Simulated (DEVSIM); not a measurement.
Device: abrupt In0.53Ga0.47As n-p junction, at 300 K.

```csv
layer (left to right),material,thickness (μm),Nd (cm⁻³),Na (cm⁻³),τn (s),τp (s)
1,In0.53Ga0.47As,0.360,8.7e15,-,6e-10,6e-10
2,In0.53Ga0.47As,200,-,2.8e14,6e-10,6e-10
```

Left contact: ohmic. Right contact: ohmic. Voltage is applied to the left contact. Recombination: SRH at mid-gap. Mobility is μmin + (μ − μmin)/(1 + (N/Nref)^α).

The device is made up for the run: typed textbook-type constants, with dimensions and the other settings drawn at random. Values at 300 K.

| parameter | In0.53Ga0.47As |
|---|---|
| gap (eV) | 0.74 |
| affinity (eV) | 4.51 |
| permittivity | 13.9 |
| Nc (cm⁻³) | 2.1e17 |
| Nv (cm⁻³) | 7.7e18 |
| μn (cm²/Vs) | 12000 |
| μp (cm²/Vs) | 300 |
| μn,min | 300 |
| μp,min | 10 |
| Nref,n | 1.3e17 |
| Nref,p | 4.9e17 |
| αn | 0.48 |
| αp | 0.4 |

DEVSIM, 1D drift-diffusion, Boltzmann statistics, complete ionisation; no tunnelling, impact ionisation, image-force lowering or self-heating.

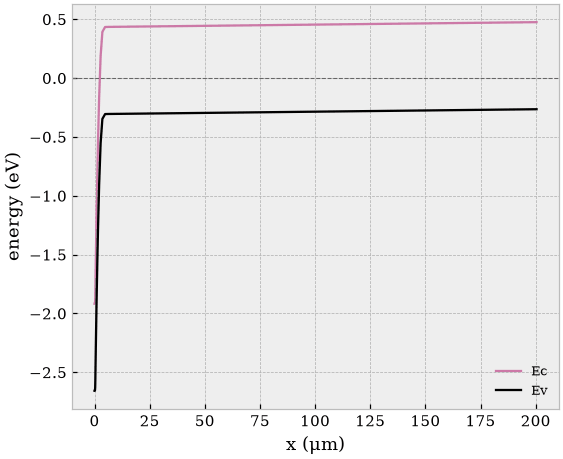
Fig. 1. Band edges at 2.0 V on the left contact

Energies count from the Fermi level of the right contact; mesh points crowd at the junctions.

| x (μm) | Ec (eV) | Ev (eV) | n (cm⁻³) | p (cm⁻³) | field (V/cm) |
|---|---|---|---|---|---|
| 0.000 | -1.918 | -2.658 | 8.7e15 | 6.9e7 | 41 |
| 0.03483 | -1.917 | -2.658 | 8.6e15 | 6.0e7 | 52 |
| 0.1132 | -1.917 | -2.657 | 8.4e15 | 4.1e7 | 220 |
| 0.2468 | -1.902 | -2.642 | 4.8e15 | 1.5e7 | 2900 |
| 0.3389 | -1.844 | -2.584 | 5.1e14 | 1.5e7 | 11000 |
| 0.3667 | -1.811 | -2.551 | 1.4e14 | 2.8e7 | 13000 |
| 0.4144 | -1.751 | -2.491 | 1.4e13 | 1.4e8 | 13000 |
| 0.6027 | -1.521 | -2.261 | 3.0e9 | 3.2e9 | 12000 |
| 1.018 | -1.060 | -1.800 | 1.1e9 | 1.3e10 | 10000 |
| 2.079 | -0.167 | -0.907 | 8.8e8 | 5.9e10 | 6500 |
| 4.793 | 0.435 | -0.305 | 4.6e8 | 2.7e14 | 23 |
| 15.50 | 0.437 | -0.303 | 2.0e9 | 2.8e14 | ≈ 0 |
| 39.10 | 0.442 | -0.298 | 2.1e9 | 2.8e14 | ≈ 0 |
| 99.44 | 0.455 | -0.285 | 2.1e9 | 2.8e14 | ≈ 0 |
| 171.0 | 0.470 | -0.270 | 2.1e9 | 2.8e14 | ≈ 0 |
| 188.9 | 0.473 | -0.267 | 2.1e9 | 2.8e14 | ≈ 0 |
| 195.7 | 0.475 | -0.265 | 2.1e9 | 2.8e14 | ≈ 0 |
| 198.6 | 0.475 | -0.265 | 2.1e9 | 2.8e14 | ≈ 0 |
| 199.9 | 0.476 | -0.264 | 2.1e9 | 2.8e14 | ≈ 0 |
| 200.2 | 0.476 | -0.264 | 2.1e9 | 2.8e14 | ≈ 0 |
| 200.3 | 0.476 | -0.264 | 2.1e9 | 2.8e14 | ≈ 0 |
| 200.4 | 0.476 | -0.264 | 2.1e9 | 2.8e14 | ≈ 0 |
